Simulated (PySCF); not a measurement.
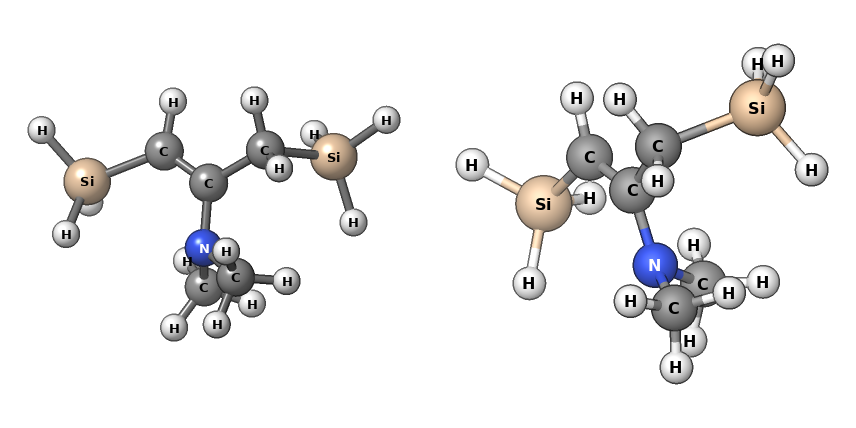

Two views of one molecule.

The computed structure is the end point of a GFN2-xTB optimisation. No frequency run is at hand to confirm it as a minimum.

Identify the structure.

The molecule is C₅H₁₅NSi₂. As SMILES it reads `CN(C)/C(=C\[SiH3])C[SiH3]`. It has no ring. Among its groups: alkene, Si–H bond. The point group is C1. Coordination, clear cases only: 3 C tetrahedral; 2 C trigonal planar; 2 Si tetrahedral.

More results for the same structure follow; atom numbers are the same in all pictures, views and colours differ.

## Geometry

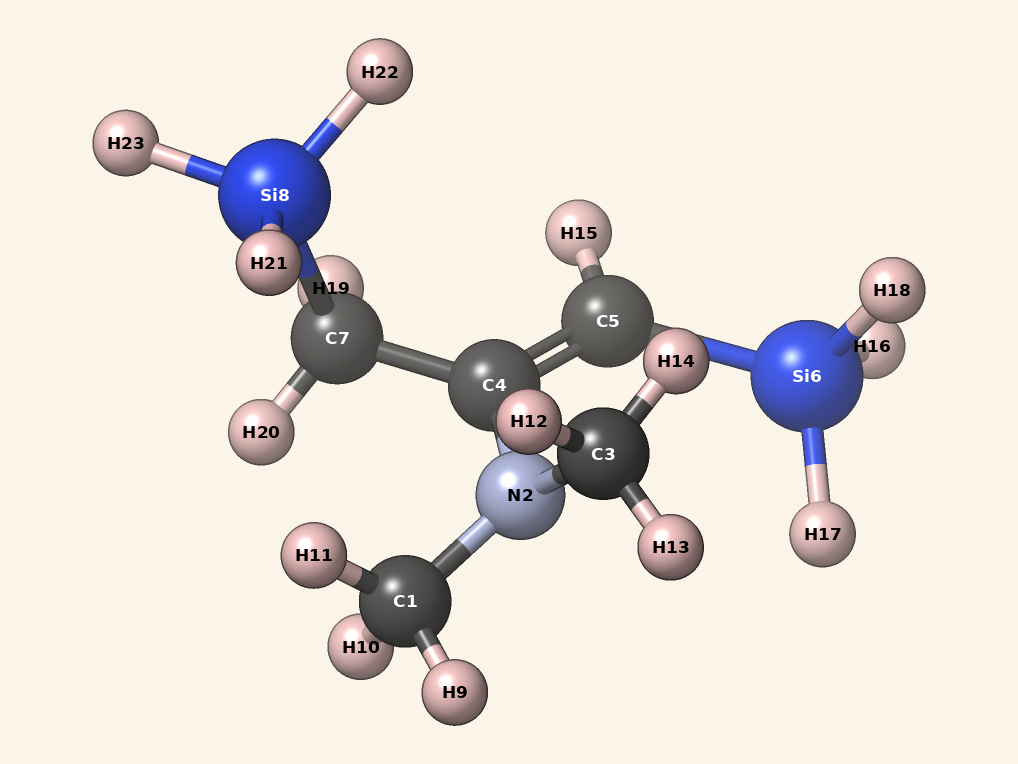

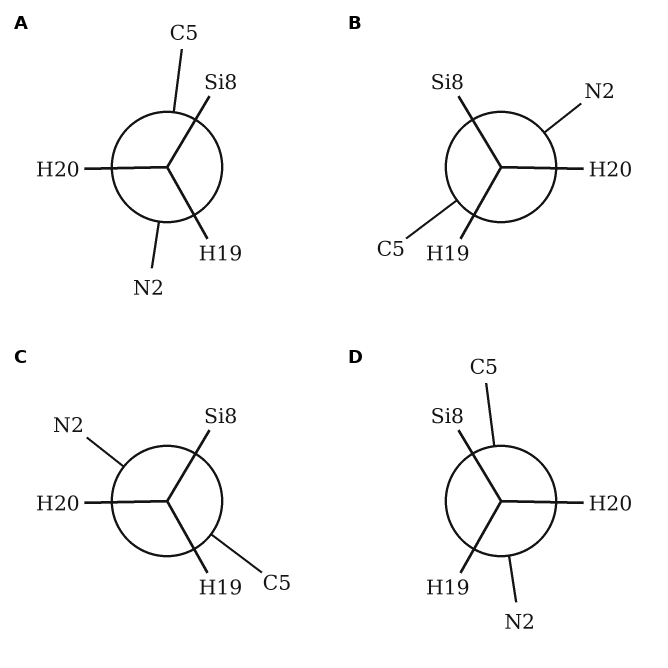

Atoms fade into the background with distance from the viewer. Bonds that would overlap in a projection are set slightly apart. No frequency run is at hand to confirm it as a minimum.

> Which Newman projection shows the view along C7–C4, with C7 in front?

B. The torsion angle Si8–C7–C4–N2 is 83°, about perpendicular.

## NMR shielding

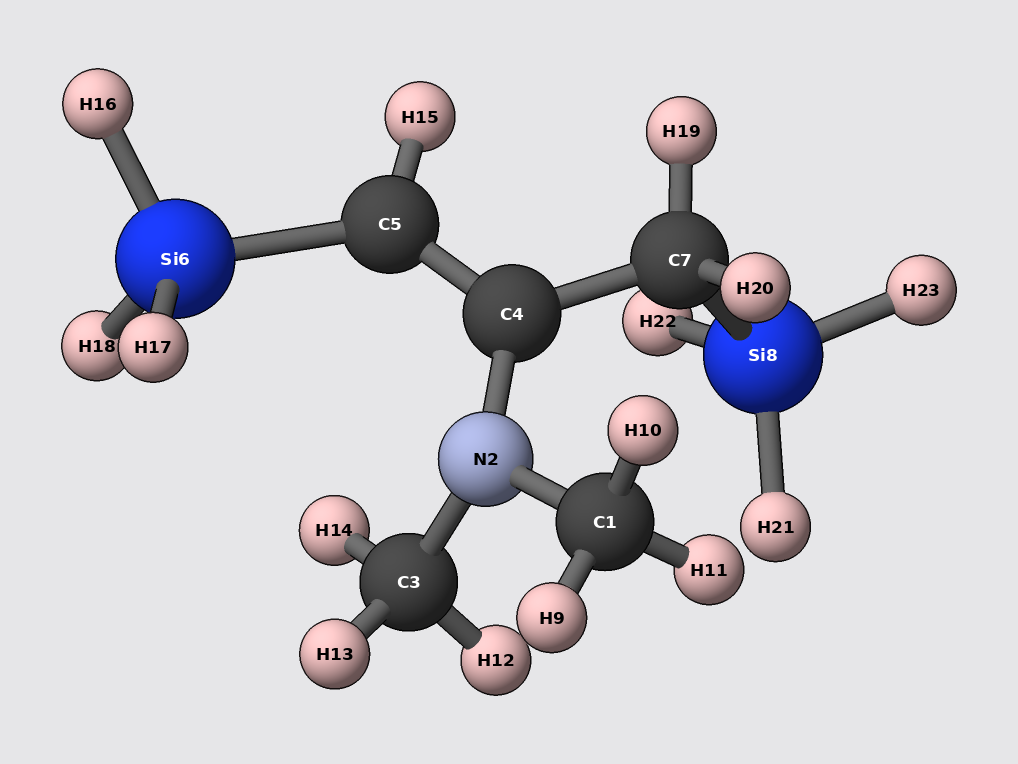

No frequency run is at hand to confirm it as a minimum. Properties computed with GIAO PBE0/pcSseg-1 NMR shielding, non-relativistic, gas phase (PySCF 2.14.0). Principal shieldings σ11 ≤ σ22 ≤ σ33, span Ω = σ33 − σ11, skew κ = 3(σiso − σ22)/Ω.

> Which C atom has the most anisotropic shielding?

C4, with a span of 231 ppm.

Give the shielding tensors of the C atoms.

```json
{"atom": "C1", "σ11": "125.6", "σ22": "132.0", "σ33": "181.5", "σiso": "146.4", "Ω": "55.9", "κ": "0.77"}
{"atom": "C3", "σ11": "108.0", "σ22": "118.4", "σ33": "181.3", "σiso": "135.9", "Ω": "73.3", "κ": "0.72"}
{"atom": "C4", "σ11": "−109.8", "σ22": "22.1", "σ33": "120.8", "σiso": "11.0", "Ω": "230.6", "κ": "−0.14"}
{"atom": "C5", "σ11": "−8.1", "σ22": "110.7", "σ33": "156.7", "σiso": "86.4", "Ω": "164.8", "κ": "−0.44"}
{"atom": "C7", "σ11": "144.1", "σ22": "155.5", "σ33": "192.6", "σiso": "164.1", "Ω": "48.5", "κ": "0.53"}
```

Shieldings and span in ppm.

## Dipole moment

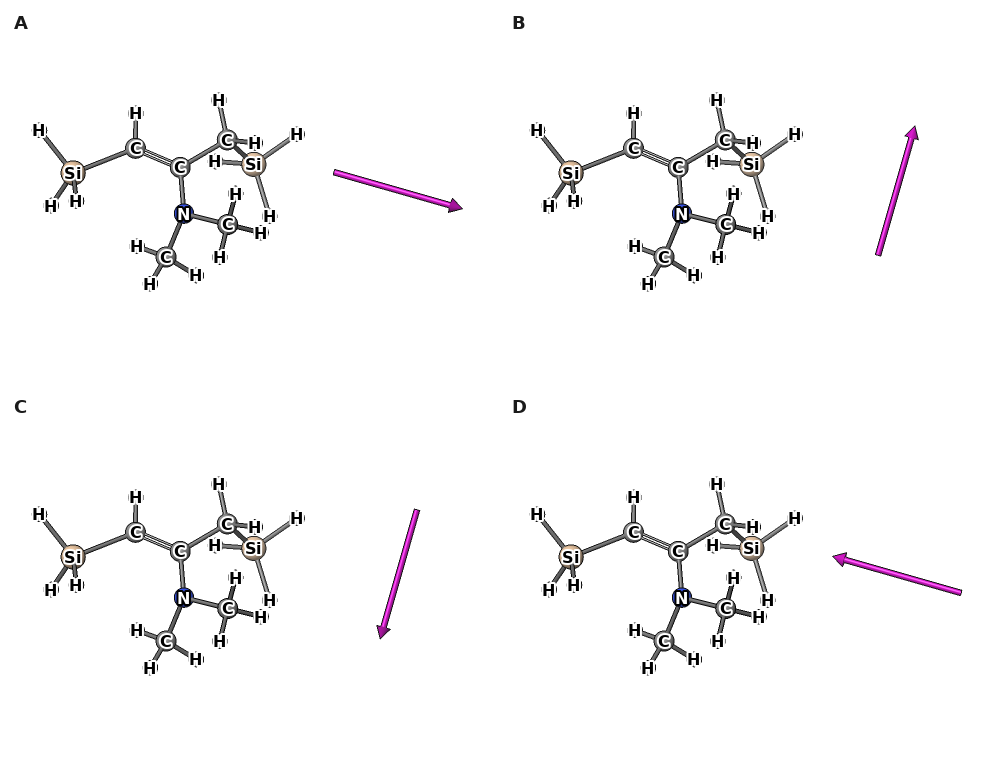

The same molecule four times, each with an arrow. No frequency run is at hand to confirm it as a minimum. Method: PBE0/pcSseg-1, gas phase (PySCF 2.14.0).

> Which arrow points along the dipole moment, from the negative to the positive end?

A. The dipole moment is 2.17 D.

## Charges

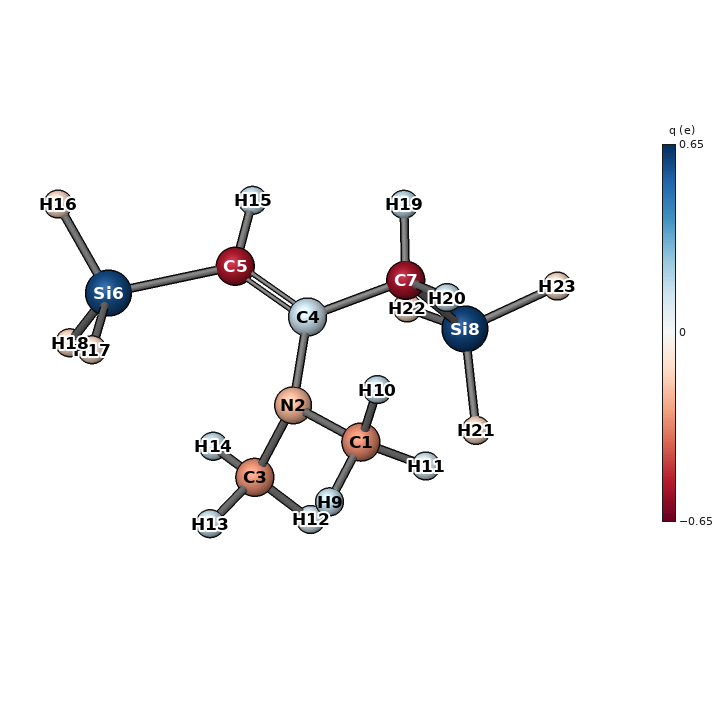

Atoms are coloured by their IAO charges. No frequency run is at hand to confirm it as a minimum. Method: PBE0/pcSseg-1, gas phase (PySCF 2.14.0).

List the IAO charges.

| atom | value (e) |
| --- | --- |
| C1 | −0.31 |
| N2 | −0.21 |
| C3 | −0.30 |
| C4 | 0.14 |
| C5 | −0.53 |
| Si6 | 0.59 |
| C7 | −0.54 |
| Si8 | 0.61 |
| H9 | 0.15 |
| H10 | 0.15 |
| H11 | 0.11 |
| H12 | 0.12 |
| H13 | 0.14 |
| H14 | 0.15 |
| H15 | 0.15 |
| H16 | −0.12 |
| H17 | −0.12 |
| H18 | −0.14 |
| H19 | 0.16 |
| H20 | 0.15 |
| H21 | −0.12 |
| H22 | −0.11 |
| H23 | −0.12 |

The geometry is semi-empirical. Around Si such bond lengths and angles can be off by a tenth of an ångström or more and by several degrees, and values that hang on the shape move with them.
